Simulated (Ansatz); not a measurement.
Geometry relaxation, with input and output: BSiH5ClF (part 2 of 2)

The same run, continued: BSiH5ClF; RHF/def2-SVP (Ansatz 0.2.0). It belongs to a series of runs on one base structure; here: end point A relaxed.

Geometry of the input (Å):
```
B  0.0131  -0.4062  -0.0339
F  -0.1312  -0.9843  1.1330
Cl 1.5925  -0.4592  -0.8097
H  -0.9299  0.0236  -0.6154
Si 0.5042  2.5118  1.0852
H  1.7978  2.7927  1.7455
H  0.6273  2.6998  -0.3746
H  -0.5447  3.4102  1.6197
H  0.1223  1.1253  1.3727
```

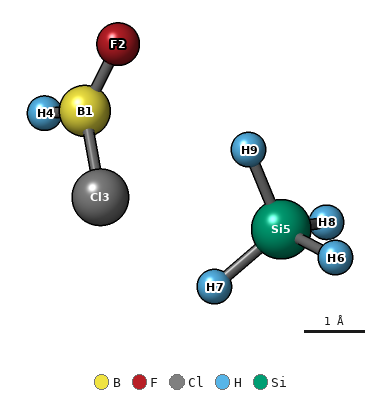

The geometry at step 12 of the log (ball-and-stick view, seen at a tilt; atoms are numbered from 1 in the order of the input).

### Trajectory as extended XYZ, continued
```
9
Properties=species:S:1:pos:R:3:forces:R:3 step=4 energy=-23815.67320
B    -0.0261   -0.7082   -0.1153    0.0982  -0.2386   0.0909
F    -0.1979   -1.4501    0.9585    0.0555   0.4729  -0.6808
Cl    1.5960   -0.6444   -0.8478   -0.4941  -0.0481   0.2454
H    -0.9387   -0.1042   -0.6222    0.3254  -0.3230   0.2689
Si    0.5336    2.7518    1.1489   -0.0303  -0.1796  -0.0533
H     1.8443    2.9889    1.7869    0.0064   0.1617   0.0059
H     0.6329    2.8789   -0.3226    0.0212   0.1098   0.0277
H    -0.5257    3.6332    1.6775    0.0611   0.1872   0.0258
H     0.1328    1.3680    1.4586   -0.0434  -0.1422   0.0693
9
Properties=species:S:1:pos:R:3:forces:R:3 step=5 energy=-23815.72330
B    -0.0532   -0.8689   -0.1708    0.2835   0.1744  -0.3628
F    -0.2239   -1.5956    0.8931   -0.0051   0.0258  -0.0476
Cl    1.5785   -0.7492   -0.8722   -0.4639  -0.0636   0.2223
H    -0.9682   -0.2911   -0.6866    0.1852  -0.1859   0.1587
Si    0.5483    2.8541    1.1915   -0.0207  -0.0377  -0.0115
H     1.8574    3.1196    1.8259    0.0070   0.0408   0.0004
H     0.6496    3.0166   -0.2760    0.0088   0.0365   0.0012
H    -0.4849    3.7678    1.7290    0.0304   0.0348   0.0046
H     0.1476    1.4607    1.4885   -0.0251  -0.0251   0.0348
9
Properties=species:S:1:pos:R:3:forces:R:3 step=6 energy=-23815.73930
B    -0.0586   -0.9703   -0.2258    0.2104  -0.0861   0.1897
F    -0.2169   -1.6155    0.8976   -0.0104   0.0803  -0.1832
Cl    1.5667   -0.8538   -0.8989   -0.1725  -0.0060   0.0306
H    -0.9874   -0.4716   -0.7707   -0.0266  -0.0072  -0.0464
Si    0.5513    2.9256    1.2236    0.0152   0.0551   0.0166
H     1.8725    3.1609    1.8504   -0.0135  -0.0270  -0.0133
H     0.6467    3.1408   -0.2388   -0.0024  -0.0164   0.0073
H    -0.4411    3.8654    1.7959    0.0017  -0.0265  -0.0036
H     0.1182    1.5323    1.4892   -0.0018   0.0338   0.0022
9
Properties=species:S:1:pos:R:3:forces:R:3 step=7 energy=-23815.74309
B    -0.0580   -1.0128   -0.2408   -0.0737   0.0245  -0.1029
F    -0.2229   -1.6714    0.8680    0.0162  -0.0160   0.0435
Cl    1.5657   -0.8223   -0.8826    0.0026   0.0028   0.0183
H    -0.9969   -0.5578   -0.8160    0.0570  -0.0190   0.0386
Si    0.5557    2.9602    1.2394    0.0001  -0.0093  -0.0717
H     1.8915    3.1572    1.8383    0.0520   0.0115   0.0187
H     0.6314    3.1408   -0.2291    0.0021   0.0077   0.0155
H    -0.4005    3.9312    1.8105   -0.0309   0.0496   0.0246
H     0.0853    1.5889    1.5349   -0.0255  -0.0517   0.0153
9
Properties=species:S:1:pos:R:3:forces:R:3 step=8 energy=-23815.74360
B    -0.0597   -1.0448   -0.2596    0.1138   0.0283   0.1977
F    -0.2091   -1.6978    0.8581   -0.0472   0.0054  -0.0994
Cl    1.5709   -0.7908   -0.8611   -0.0139  -0.0076  -0.0462
H    -1.0009   -0.6146   -0.8399   -0.0505  -0.0303  -0.0521
Si    0.5524    2.9746    1.2441   -0.0003   0.0157   0.0689
H     1.9095    3.1256    1.8246   -0.0687  -0.0173  -0.0275
H     0.6161    3.1510   -0.2247   -0.0051   0.0003   0.0015
H    -0.3580    3.9922    1.8283    0.0533  -0.0589  -0.0319
H     0.0301    1.6186    1.5528    0.0185   0.0643  -0.0109
9
Properties=species:S:1:pos:R:3:forces:R:3 step=9 energy=-23815.74640
B    -0.0492   -1.0434   -0.2507   -0.0135  -0.0082   0.0011
F    -0.2027   -1.7087    0.8569    0.0034  -0.0007   0.0008
Cl    1.5781   -0.7552   -0.8441    0.0111   0.0065   0.0001
H    -0.9955   -0.6444   -0.8491    0.0007  -0.0009  -0.0013
Si    0.5468    2.9756    1.2415   -0.0007   0.0105  -0.0008
H     1.9116    3.0717    1.8058    0.0020  -0.0065  -0.0018
H     0.5979    3.1626   -0.2265   -0.0015   0.0000   0.0015
H    -0.3174    4.0168    1.8438    0.0043  -0.0041   0.0000
H    -0.0184    1.6390    1.5448   -0.0057   0.0035   0.0002
9
Properties=species:S:1:pos:R:3:forces:R:3 step=10 energy=-23815.74656
B    -0.0400   -1.0735   -0.2578   -0.1409   0.1966  -0.1969
F    -0.1955   -1.7392    0.8461    0.0668  -0.0784   0.0829
Cl    1.5857   -0.6816   -0.8068   -0.0793  -0.0539   0.0575
H    -0.9958   -0.7237   -0.8848    0.1553  -0.0654   0.0589
Si    0.5429    2.9908    1.2455   -0.0012  -0.0291   0.0006
H     1.9270    3.0031    1.7757   -0.0448   0.0064  -0.0111
H     0.5688    3.1714   -0.2246    0.0008   0.0173   0.0176
H    -0.2482    4.0787    1.8688    0.0341  -0.0175  -0.0139
H    -0.0936    1.6879    1.5604    0.0092   0.0239   0.0044
9
Properties=species:S:1:pos:R:3:forces:R:3 step=11 energy=-23815.74645 accepted=F
B    -0.0420   -1.0656   -0.2546    0.0788  -0.1115  -0.0715
F    -0.1865   -1.7510    0.8422    0.0043   0.0531  -0.0010
Cl    1.5878   -0.6956   -0.8089   -0.1051   0.0159   0.0491
H    -0.9936   -0.7256   -0.8817    0.0227   0.0427   0.0270
Si    0.5403    2.9927    1.2436    0.0009   0.0145   0.1021
H     1.9277    2.9963    1.7763   -0.1169  -0.0059  -0.0428
H     0.5675    3.1829   -0.2247   -0.0013   0.0021   0.0097
H    -0.2428    4.0894    1.8735    0.0747  -0.0975  -0.0533
H    -0.1071    1.6905    1.5568    0.0419   0.0866  -0.0192
9
Properties=species:S:1:pos:R:3:forces:R:3 step=12 energy=-23815.74810
B    -0.0413   -1.0686   -0.2569   -0.0327   0.0495  -0.0332
F    -0.1897   -1.7399    0.8469    0.0167  -0.0243   0.0192
Cl    1.5837   -0.6860   -0.8049   -0.0117  -0.0098   0.0114
H    -0.9926   -0.7201   -0.8808    0.0295  -0.0167   0.0049
Si    0.5412    2.9879    1.2423    0.0026   0.0082   0.0511
H     1.9248    2.9984    1.7763   -0.0558  -0.0050  -0.0247
H     0.5690    3.1788   -0.2259   -0.0005   0.0004   0.0076
H    -0.2456    4.0784    1.8701    0.0359  -0.0438  -0.0246
H    -0.0983    1.6850    1.5554    0.0161   0.0417  -0.0116
9
Properties=species:S:1:pos:R:3:forces:R:3 step=13 energy=-23815.74930
B    -0.0386   -1.0744   -0.2543   -0.0013  -0.0005   0.0016
F    -0.1831   -1.7586    0.8428    0.0025  -0.0028   0.0005
Cl    1.5840   -0.6508   -0.7773    0.0012   0.0024   0.0019
H    -0.9884   -0.7471   -0.8895   -0.0002  -0.0010  -0.0024
Si    0.5385    2.9911    1.2395   -0.0013   0.0011   0.0024
H     1.9243    2.9601    1.7584   -0.0004  -0.0046  -0.0026
H     0.5571    3.1970   -0.2266   -0.0010   0.0009  -0.0003
H    -0.2117    4.0930    1.8848    0.0035  -0.0010   0.0008
H    -0.1308    1.7037    1.5447   -0.0030   0.0054  -0.0019
9
Properties=species:S:1:pos:R:3:forces:R:3 step=14 energy=-23815.74951
B    -0.0285   -1.0972   -0.2506    0.1128  -0.0360   0.0092
F    -0.1636   -1.8102    0.8311    0.0213   0.0700  -0.0816
Cl    1.5869   -0.5486   -0.7030   -0.1964  -0.0520   0.0483
H    -0.9775   -0.8356   -0.9204    0.0656   0.0142   0.0238
Si    0.5301    3.0026    1.2333    0.0195   0.0066   0.0396
H     1.9284    2.8461    1.7077   -0.0958   0.0062  -0.0290
H     0.5194    3.2445   -0.2280    0.0076   0.0047   0.0135
H    -0.1089    4.1494    1.9282    0.0370  -0.0751  -0.0304
H    -0.2349    1.7627    1.5242    0.0284   0.0614   0.0065
9
Properties=species:S:1:pos:R:3:forces:R:3 step=15 energy=-23815.75051
B    -0.0295   -1.1005   -0.2554    0.0541   0.0917   0.0001
F    -0.1667   -1.7966    0.8337   -0.0085  -0.0519   0.0307
Cl    1.5844   -0.5728   -0.7174   -0.0637  -0.0266  -0.0073
H    -0.9785   -0.8207   -0.9144    0.0211  -0.0160  -0.0233
Si    0.5316    3.0024    1.2345    0.0047   0.0026   0.0256
H     1.9263    2.8687    1.7174   -0.0400  -0.0005  -0.0148
H     0.5271    3.2402   -0.2270    0.0021   0.0016   0.0044
H    -0.1277    4.1388    1.9224    0.0184  -0.0322  -0.0145
H    -0.2156    1.7544    1.5287    0.0118   0.0314  -0.0010
9
Properties=species:S:1:pos:R:3:forces:R:3 step=16 energy=-23815.75066
B    -0.0294   -1.1055   -0.2563    0.0462   0.0930  -0.0095
F    -0.1666   -1.8085    0.8281   -0.0062  -0.0551   0.0381
Cl    1.5833   -0.5723   -0.7148   -0.0524  -0.0248  -0.0056
H    -0.9779   -0.8230   -0.9147    0.0153  -0.0155  -0.0225
Si    0.5316    3.0061    1.2353    0.0023   0.0014   0.0247
H     1.9261    2.8697    1.7175   -0.0349  -0.0005  -0.0131
H     0.5271    3.2424   -0.2265    0.0016   0.0011   0.0033
H    -0.1246    4.1448    1.9221    0.0171  -0.0299  -0.0132
H    -0.2182    1.7603    1.5317    0.0110   0.0302  -0.0022
9
Properties=species:S:1:pos:R:3:forces:R:3 step=17 energy=-23815.75125
B    -0.0260   -1.1517   -0.2617    0.0534  -0.0282   0.0868
F    -0.1596   -1.9267    0.7778    0.0485   0.0844  -0.1175
Cl    1.5727   -0.5399   -0.6704   -0.0632  -0.0503   0.0448
H    -0.9686   -0.8623   -0.9229   -0.0363  -0.0064  -0.0130
Si    0.5298    3.0401    1.2388   -0.0140  -0.0050   0.0327
H     1.9229    2.8476    1.7042   -0.0257   0.0023  -0.0085
H     0.5175    3.2751   -0.2228    0.0001  -0.0009  -0.0014
H    -0.0709    4.2060    1.9315    0.0187  -0.0358  -0.0157
H    -0.2666    1.8258    1.5479    0.0185   0.0400  -0.0083
9
Properties=species:S:1:pos:R:3:forces:R:3 step=18 energy=-23815.74612 accepted=F
B    -0.0258   -1.1091   -0.2408    0.1677  -0.1867  -0.3226
F    -0.1514   -1.8834    0.7925   -0.0439  -0.0041   0.2094
Cl    1.5869   -0.5659   -0.6925   -0.0820   0.0645   0.0614
H    -0.9690   -0.8380   -0.9095   -0.0416   0.1267   0.0543
Si    0.5257    3.0232    1.2332    0.0070   0.0153   0.0189
H     1.9176    2.8327    1.7021   -0.0224  -0.0035  -0.0103
H     0.5164    3.2704   -0.2266    0.0007  -0.0014   0.0039
H    -0.0817    4.1788    1.9351    0.0090  -0.0174  -0.0107
H    -0.2673    1.8052    1.5291    0.0054   0.0065  -0.0042
9
Properties=species:S:1:pos:R:3:forces:R:3 step=19 energy=-23815.75209
B    -0.0225   -1.1524   -0.2590    0.0226   0.0131  -0.0195
F    -0.1501   -1.9320    0.7741    0.0005  -0.0060   0.0088
Cl    1.5749   -0.5402   -0.6631   -0.0132  -0.0062   0.0093
H    -0.9680   -0.8639   -0.9185   -0.0084  -0.0010   0.0028
Si    0.5268    3.0416    1.2367   -0.0036   0.0021   0.0047
H     1.9174    2.8273    1.6950    0.0050  -0.0030  -0.0003
H     0.5119    3.2875   -0.2230    0.0002   0.0021  -0.0047
H    -0.0548    4.2076    1.9409    0.0016   0.0019  -0.0005
H    -0.2842    1.8384    1.5394   -0.0046  -0.0031  -0.0005
9
Properties=species:S:1:pos:R:3:forces:R:3 step=20 energy=-23815.75226
B    -0.0201   -1.1661   -0.2596    0.0014  -0.0115  -0.0183
F    -0.1441   -1.9691    0.7565    0.0015   0.0111  -0.0044
Cl    1.5722   -0.5339   -0.6482    0.0083   0.0026   0.0106
H    -0.9658   -0.8718   -0.9167   -0.0101  -0.0017   0.0135
Si    0.5252    3.0520    1.2369   -0.0043   0.0023  -0.0016
H     1.9137    2.8159    1.6885    0.0167  -0.0049   0.0040
H     0.5081    3.3011   -0.2221   -0.0011   0.0023  -0.0076
H    -0.0354    4.2246    1.9459   -0.0027   0.0126   0.0039
H    -0.3025    1.8612    1.5412   -0.0097  -0.0127  -0.0003
```

### Key numbers

| quantity | value |
| --- | --- |
| outcome | converged |
| total energy | −23815.7523 eV |
| mean-field energy | −23815.7523 eV |
| largest force (length of the vector) at the end | 0.022 eV/Å |
| hardware | 1 thread of Arm Neoverse V1, 24 GiB of memory available, shared host |
| wall time | 37 s |
| peak memory | 0.16 GiB |
